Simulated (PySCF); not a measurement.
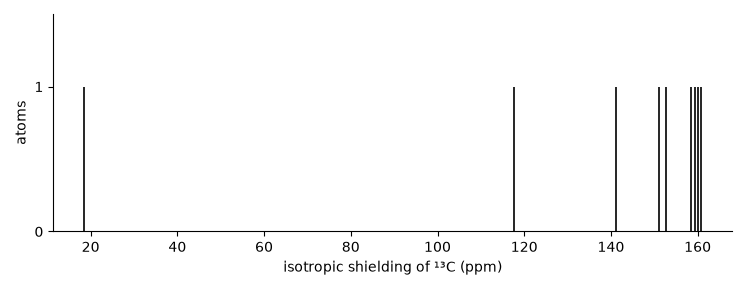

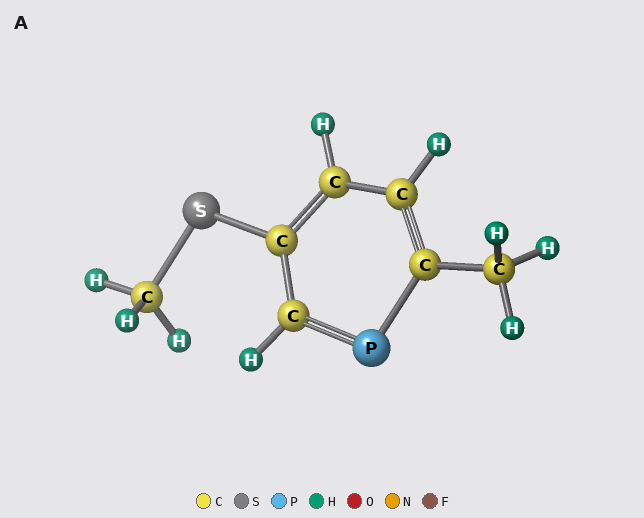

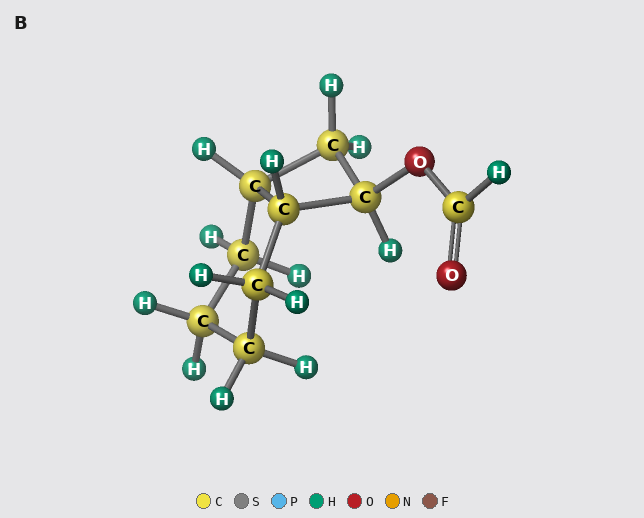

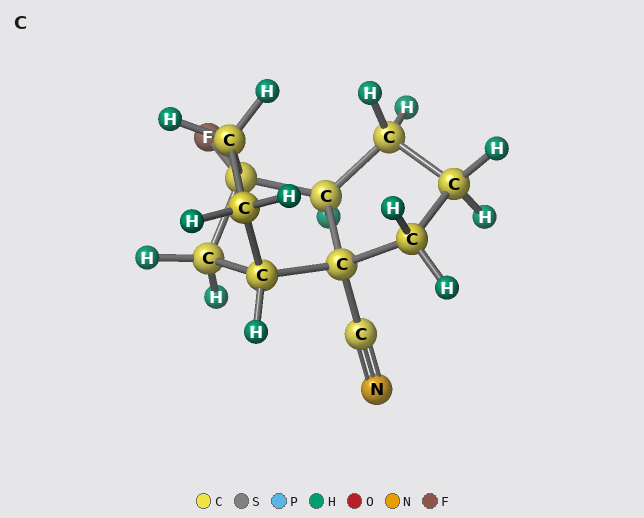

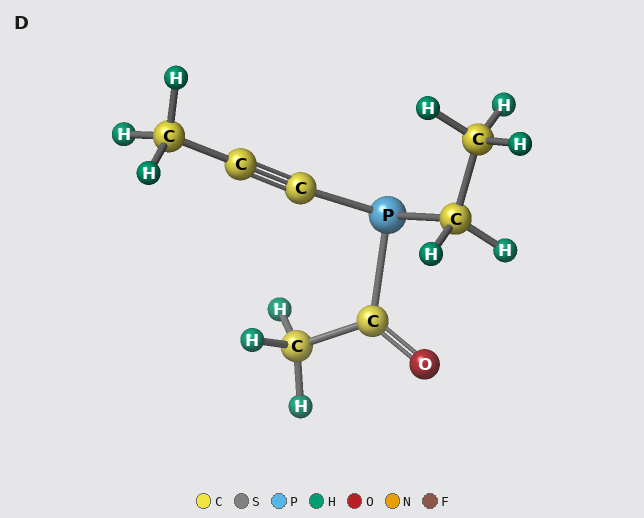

The sticks are computed shieldings of one of the molecules, for one fixed geometry (PBE0-D3(BJ)/def2-SVP) without averaging over rotations. Low shielding means a high chemical shift. Method: GIAO ωB97X-D/pcSseg-1 NMR shielding, non-relativistic, gas phase (PySCF 2.14.0).

> Which molecule gives this pattern?

B, `O=CO[C@@H]1C[C@H]2CCCC[C@H]21`. Its 9 C atoms give lines at 18.5, 117.7, 141.1, 151.1, 152.6, 158.6, 159.3, 160.1, 160.8 ppm.
